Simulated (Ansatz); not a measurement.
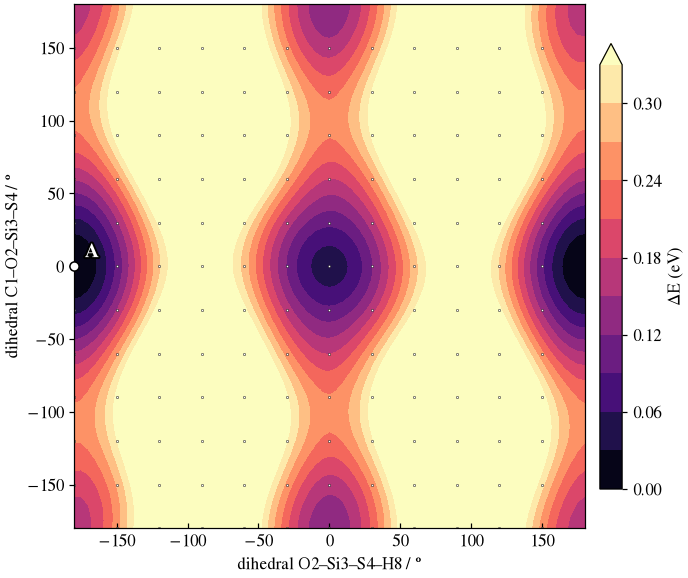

CH₄OSSi, SMILES CO[Si]S. The first coordinate is: dihedral O2–Si3–S4–H8; the second: dihedral C1–O2–Si3–S4. Nothing is relaxed (all other coordinates rigid). The scan uses a 12 × 12 grid; 143 points were computed and 1 follow by symmetry. Points are written as (first, second). Energies are in eV, from the lowest grid point. The calculation used RHF/def2-TZVP in Ansatz 0.2.0.

The picture shows filled contours, dots at the grid points, one colour for all values above the top of the scale, the well A. Between grid points the surface is interpolated.

### Estimate the position of the minimum and the force constants in these coordinates. Take the well at A.

The interpolated minimum is at dihedral O2–Si3–S4–H8 ≈ −180°, dihedral C1–O2–Si3–S4 ≈ 0°. The curvatures there are about 0.77 eV/rad² and 0.42 eV/rad², with a cross term of about 0 eV/rad². Round the minimum the two coordinates are nearly uncoupled.
